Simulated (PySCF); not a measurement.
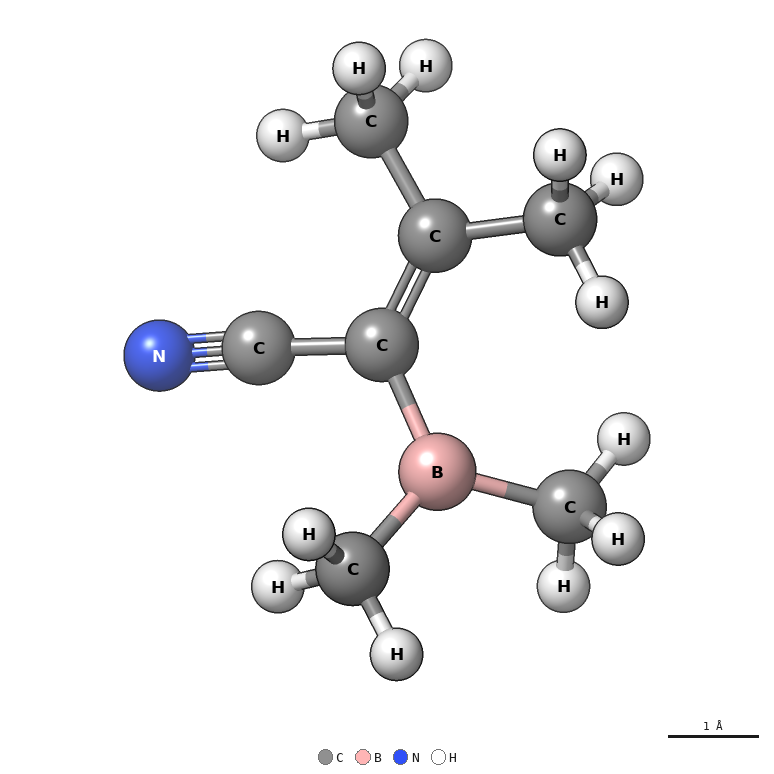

Rendered structure (ball-and-stick style). Multiple sticks mark multiple bonds (one Kekulé form).

Identify the structure.

It has 21 atoms: 7 carbon, 12 hydrogen, 1 boron and 1 nitrogen (C7H12BN). As SMILES it reads `CB(C)C(C#N)=C(C)C`. It has no ring. Among its groups: nitrile, alkene. The point group is C1. Coordination: 4 C tetrahedral; 1 B trigonal planar; 2 C trigonal planar; 1 C linear.

The parts below concern this one geometry. Atoms keep their numbers from picture to picture. Computed geometry: PBE0-D3(BJ)/def2-SVP optimisation. No frequency run is at hand to confirm it as a minimum.

Core levels

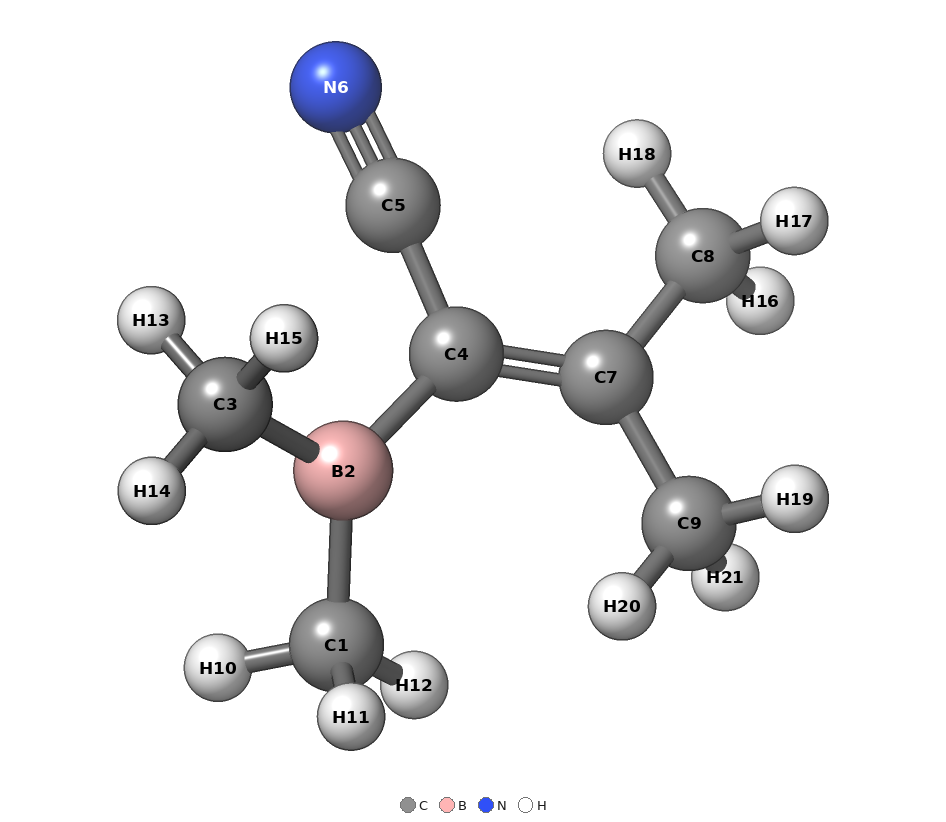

No frequency run is at hand to confirm it as a minimum. Method: delta-SCF UKS SCAN, pcX-2 on the ionised atom, pcseg-1 elsewhere, spin-free X2C (PySCF 2.14.0).

Give the core-electron binding energies (to vacuum) of C1 1s, B2 1s, C4 1s, C5 1s, N6 1s, C7 1s, C8 1s, C9 1s.

| atom | level | binding energy (eV) |
| --- | --- | --- |
| C1 | 1s | 290.1 |
| B2 | 1s | 195.5 |
| C4 | 1s | 290.5 |
| C5 | 1s | 291.5 |
| N6 | 1s | 404.0 |
| C7 | 1s | 291.1 |
| C8 | 1s | 291.0 |
| C9 | 1s | 291.1 |

Electronic properties

No frequency run is at hand to confirm it as a minimum. Level of theory: PBE0/def2-SVPD, gas phase (PySCF 2.14.0). Excitations: vertical, linear response.

Estimate the HOMO energy (Kohn–Sham orbital).

Answer. −7.47 eV.

What is the lowest vertical singlet excitation?

Answer. 4.96 eV.

What is the LUMO energy (Kohn–Sham orbital)?

Answer. −1.80 eV.

What is the mean static polarisability?

Answer. 106.3 bohr³.

NMR shielding

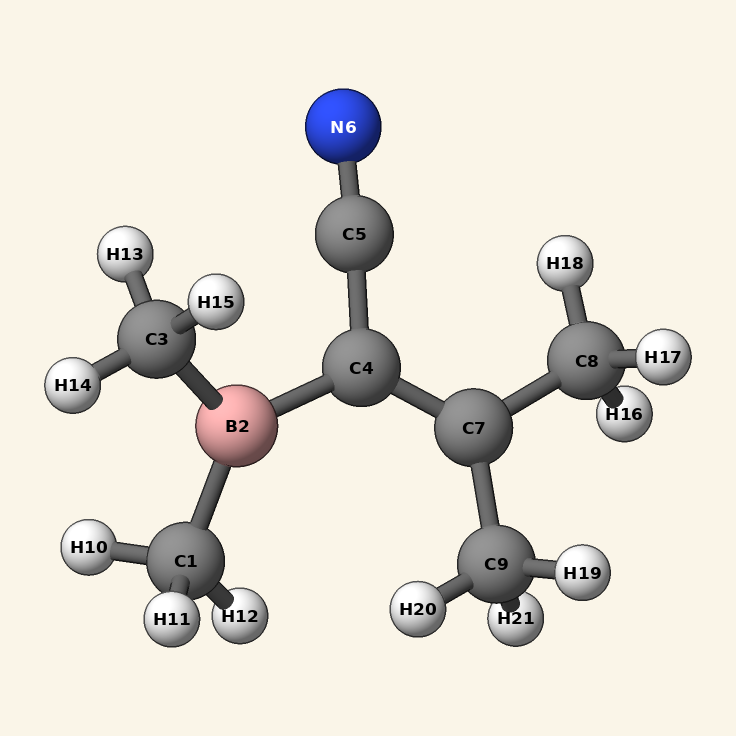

No frequency run is at hand to confirm it as a minimum. Properties computed with GIAO PBE0/pcSseg-1 NMR shielding, non-relativistic, gas phase (PySCF 2.14.0). Principal shieldings σ11 ≤ σ22 ≤ σ33, span Ω = σ33 − σ11, skew κ = 3(σiso − σ22)/Ω.

Give the shielding tensors of the N atoms.

| atom | σ11 | σ22 | σ33 | σiso | Ω | κ |
| --- | --- | --- | --- | --- | --- | --- |
| N6 | −208.2 | −175.6 | 208.5 | −58.4 | 416.7 | 0.84 |

Shieldings and span in ppm.

Dipole moment

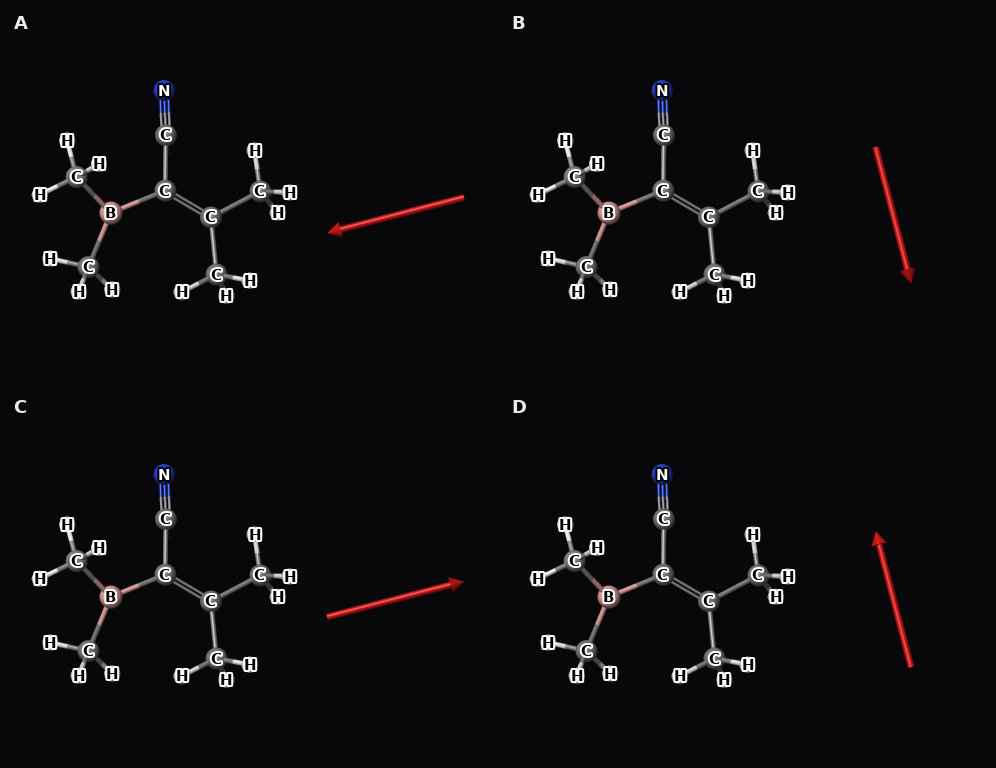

The same molecule four times, each with an arrow. No frequency run is at hand to confirm it as a minimum. Method: PBE0/pcSseg-1, gas phase (PySCF 2.14.0).

Which arrow points along the dipole moment, from the negative to the positive end?

Answer. B. The dipole moment is 4.77 D.
